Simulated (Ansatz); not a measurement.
**CH₃AlFNS: how energies converge with the basis set**

Aim: see how fast density functionals converge with the basis set for CH₃AlFNS.

Program: Ansatz 0.2.0, Gaussian basis. Level of theory: one geometry, several basis sets. These are calculated values, not measurements.

Plan: PBE0-D4/def2-SVP; ωB97M-V/def2-SVP; PBE0-D4/def2-QZVPP; ωB97M-V/def2-QZVPP; the functionals' def2-TZVPP values are taken from earlier runs.

### 1 The relaxed structure

All runs share one geometry, relaxed beforehand with PBE0-D4 in a triple-zeta def2 set.

SMILES `F[CH]1[NH][Al]1[SH]`, 8 atoms, charge 0, spin multiplicity 1.

Atoms are counted from 1 here; the program's logs count them from 0.

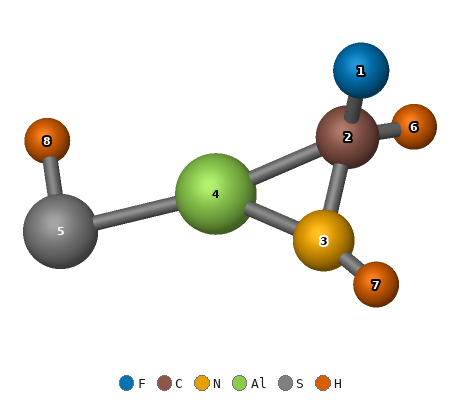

The structure; fluorine blue, carbon brown, nitrogen amber, aluminium green, sulfur grey, hydrogen orange; atoms are numbered from 1 in the order of the file.

Geometry (Å):

```mol
CH3AlFNS
  3D, bonds by distance, orders not assigned

  8  8  0  0  0  0  0  0  0  0999 V2000
    0.0231    1.4016    1.7205 F   0  0
    0.3560    1.0393    0.4153 C   0  0
    1.1773   -0.1506    0.3354 N   0  0
   -0.3472   -0.5622   -0.3801 Al  0  0
   -1.4664   -2.1872   -1.2706 S   0  0
    0.7503    1.9432   -0.0530 H   0  0
    2.1308   -0.1464    0.6653 H   0  0
   -2.5318   -1.3948   -1.4886 H   0  0
  1  2  8  0
  2  3  8  0
  3  4  8  0
  4  5  8  0
  2  6  8  0
  3  7  8  0
  5  8  8  0
  2  4  8  0
M  END
```

### 2 PBE0-D4 in def2-SVP

in.yaml reads:

```yaml
crystal:
  periodic: [false, false, false]
  atoms:
    - {symbol: F, position_ang: [0.023133, 1.401600, 1.720484]}
    - {symbol: C, position_ang: [0.355955, 1.039304, 0.415300]}
    - {symbol: N, position_ang: [1.177344, -0.150596, 0.335449]}
    - {symbol: Al, position_ang: [-0.347244, -0.562243, -0.380139]}
    - {symbol: S, position_ang: [-1.466365, -2.187218, -1.270618]}
    - {symbol: H, position_ang: [0.750270, 1.943163, -0.053044]}
    - {symbol: H, position_ang: [2.130766, -0.146440, 0.665275]}
    - {symbol: H, position_ang: [-2.531758, -1.394770, -1.488606]}
basis:
  gaussian: {orbitals: def2-SVP}
hamiltonian: {xc: pbe0, dispersion: d4}
output: {orbitals: {seedname: orbitals}}
```

Launch:

```bash
ansatz run in.yaml --threads 2 --pin off --events-out ev --progress --plain --max-ram 4352MiB
```

The program printed:

```text
Functional definition: PBE0
  name "PBE0"
  cite "Adamo & Barone, J. Chem. Phys. 110, 6158 (1999) doi:10.1063/1.478522"
  cite "Perdew, Burke & Ernzerhof, Phys. Rev. Lett. 77, 3865 (1996) doi:10.1103/PhysRevLett.77.3865"
  parent pbe
  parameter a = 0.25
  parameter kappa = 0.804
  parameter beta = 0.06672455060314922
  exchange = (1 - a)*pbe_x(kappa = kappa, mu = beta*pi^2/3) + a*exact_x
  correlation = pbe_c(beta = beta)
893 factors; integrals over basis functions are off by at most 1.1e-3 eV
mean field evaluation 1: about -22696.1394 eV, gradient 5.5e1 eV
mean field evaluation 2: about -22669.2999 eV, gradient 1.1e2 eV
mean field evaluation 4: about -22702.9368 eV, gradient 6.4e0 eV
mean field evaluation 8: about -22703.1931 eV, gradient 8.4e-1 eV
mean field evaluation 16: about -22703.1949 eV, gradient 2.1e-4 eV
mean field -22703.19485303 eV, -834.3270220706 hartree, gradient 2.0e-5 eV, S^2 0.000000; 0 other end points of the search recorded, 0 dependent functions left out
reference -22703.19487939 eV, -834.3270230394 hartree; 27, 27 occupied and 66, 66 virtual orbitals, 893 factors
Total energy: -22703.33343249 eV, -834.3321147718 hartree
```

Wall time 1.3 s (2 threads of AMD EPYC 7B13, shared host).

### 3 ωB97M-V in def2-SVP

Edit in.yaml of step 2 so:

```diff
@@ -13,3 +13,3 @@
   gaussian: {orbitals: def2-SVP}
-hamiltonian: {xc: pbe0, dispersion: d4}
+hamiltonian: {xc: {name: wB97M-V}}
 output: {orbitals: {seedname: orbitals}}
```

Same command.

The program printed, shortened:

```text
Functional definition: wB97M-V
  name "wB97M-V"
  cite "Mardirossian & Head-Gordon, J. Chem. Phys. 144, 214110 (2016) doi:10.1063/1.4952647"
  cite "Becke, J. Chem. Phys. 107, 8554 (1997) doi:10.1063/1.475007"
  cite "Vydrov & Van Voorhis, J. Chem. Phys. 133, 244103 (2010) doi:10.1063/1.3521275"
  # Of w^i u^j: cxij and so on, Table III.
[...]
  gx(w, u) = 1 - cx + cx01*u + cx10*w
  gss(w, u) = css00 + css04*u^4 + css10*w + css20*w^2 + css43*w^4*u^3
  gos(w, u) = cos00 + cos10*w + (cos20 + cos21*u)*w^2 + (cos60 + cos61*u)*w^6
[...]
      + integral(e_c_pw_mod_opposite_spin*gos(b97_w_opposite, b97_u_opposite)) + vv10(b, c)
893 factors; integrals over basis functions are off by at most 1.1e-3 eV
257 factors; integrals over basis functions are off by at most 1.1e-5 eV
[...]
mean field -22712.93908368 eV, -834.6851159422 hartree, gradient 1.9e-5 eV, S^2 0.000000; 0 other end points of the search recorded, 0 dependent functions left out
reference -22712.93912632 eV, -834.6851175092 hartree; 27, 27 occupied and 66, 66 virtual orbitals, 893 factors
Total energy: -22712.93912632 eV, -834.6851175092 hartree
```

Run time: 5.5 s. Hardware: 2 threads of AMD EPYC 7B13, shared host.

### 4 PBE0-D4 in def2-QZVPP

Edit in.yaml of step 3 so:

```diff
@@ -12,4 +12,4 @@
 basis:
-  gaussian: {orbitals: def2-SVP}
-hamiltonian: {xc: {name: wB97M-V}}
+  gaussian: {orbitals: "def2-QZVPP.json"}
+hamiltonian: {xc: pbe0, dispersion: d4}
 output: {orbitals: {seedname: orbitals}}
```

Launched as before.

The program printed:

```text
Functional definition: PBE0
  name "PBE0"
  cite "Adamo & Barone, J. Chem. Phys. 110, 6158 (1999) doi:10.1063/1.478522"
  cite "Perdew, Burke & Ernzerhof, Phys. Rev. Lett. 77, 3865 (1996) doi:10.1103/PhysRevLett.77.3865"
  parent pbe
  parameter a = 0.25
  parameter kappa = 0.804
  parameter beta = 0.06672455060314922
  exchange = (1 - a)*pbe_x(kappa = kappa, mu = beta*pi^2/3) + a*exact_x
  correlation = pbe_c(beta = beta)
1496 factors; their error is unknown
mean field evaluation 1: about -22706.6389 eV, gradient 6.8e1 eV
mean field evaluation 2: about -22664.0717 eV, gradient 1.4e2 eV
mean field evaluation 4: about -22716.2860 eV, gradient 9.1e0 eV
mean field evaluation 8: about -22716.4275 eV, gradient 2.3e-1 eV
mean field evaluation 16: about -22716.4459 eV, gradient 4.6e-4 eV
mean field -22716.44587636 eV, -834.8139881962 hartree, gradient 7.5e-5 eV, S^2 0.000000; 0 other end points of the search recorded, 0 dependent functions left out
reference -22716.44591459 eV, -834.8139896011 hartree; 27, 27 occupied and 374, 374 virtual orbitals, 1496 factors
Total energy: -22716.58446768 eV, -834.8190813334 hartree
```

Run time: 10 s. Hardware: 2 threads of AMD EPYC 7B13, shared host; peak memory 1.1 GiB.

### 5 ωB97M-V in def2-QZVPP

Edit in.yaml of step 4 so:

```diff
@@ -13,3 +13,3 @@
   gaussian: {orbitals: "def2-QZVPP.json"}
-hamiltonian: {xc: pbe0, dispersion: d4}
+hamiltonian: {xc: {name: wB97M-V}}
 output: {orbitals: {seedname: orbitals}}
```

Same command.

The program printed, shortened:

```text
Functional definition: wB97M-V
  name "wB97M-V"
  cite "Mardirossian & Head-Gordon, J. Chem. Phys. 144, 214110 (2016) doi:10.1063/1.4952647"
  cite "Becke, J. Chem. Phys. 107, 8554 (1997) doi:10.1063/1.475007"
  cite "Vydrov & Van Voorhis, J. Chem. Phys. 133, 244103 (2010) doi:10.1063/1.3521275"
  # Of w^i u^j: cxij and so on, Table III.
[...]
  gx(w, u) = 1 - cx + cx01*u + cx10*w
  gss(w, u) = css00 + css04*u^4 + css10*w + css20*w^2 + css43*w^4*u^3
  gos(w, u) = cos00 + cos10*w + (cos20 + cos21*u)*w^2 + (cos60 + cos61*u)*w^6
[...]
      + integral(e_c_pw_mod_opposite_spin*gos(b97_w_opposite, b97_u_opposite)) + vv10(b, c)
1425 factors; their error is unknown
324 factors; integrals over basis functions are off by at most 9.5e-6 eV
[...]
mean field -22726.27005333 eV, -835.1750200407 hartree, gradient 5.5e-5 eV, S^2 0.000000; 0 other end points of the search recorded, 0 dependent functions left out
reference -22726.27011468 eV, -835.1750222955 hartree; 27, 27 occupied and 374, 374 virtual orbitals, 1425 factors
Total energy: -22726.27011468 eV, -835.1750222955 hartree
```

It took 19 s on 2 threads of AMD EPYC 7B13, shared host; peak memory 1.4 GiB.

### 6 Density functionals: the series

The def2-TZVPP values come from earlier runs at the same geometry.

```tsv
functional	basis	functions	energy (eV)	from the largest (eV)	HOMO (eV)	LUMO (eV)
PBE0-D4	def2-SVP	93	-22703.3334	13.251	-6.73	-1.15
PBE0-D4	def2-TZVPP	219	-22715.7648	0.820	-6.83	-1.29
PBE0-D4	def2-QZVPP	401	-22716.5845	0.000	-6.87	-1.38
ωB97M-V	def2-SVP	93	-22712.9391	13.331	-8.88	0.62
ωB97M-V	def2-TZVPP	219	-22725.4830	0.787	-9.01	0.40
ωB97M-V	def2-QZVPP	401	-22726.2701	0.000	-9.06	0.17
```

### 7 Results

```
                                       quantity           value
PBE0-D4: double and triple zeta above quadruple  13.25, 0.82 eV
ωB97M-V: double and triple zeta above quadruple  13.33, 0.79 eV
```

For PBE0-D4 the step from double to triple zeta gains 12.43 eV and the next only 0.82 eV. Total energies overstate the basis error of differences, where much of it tends to cancel.

For PBE0-D4 the largest set took about 8 times as long as the smallest (10 s against 1.3 s).
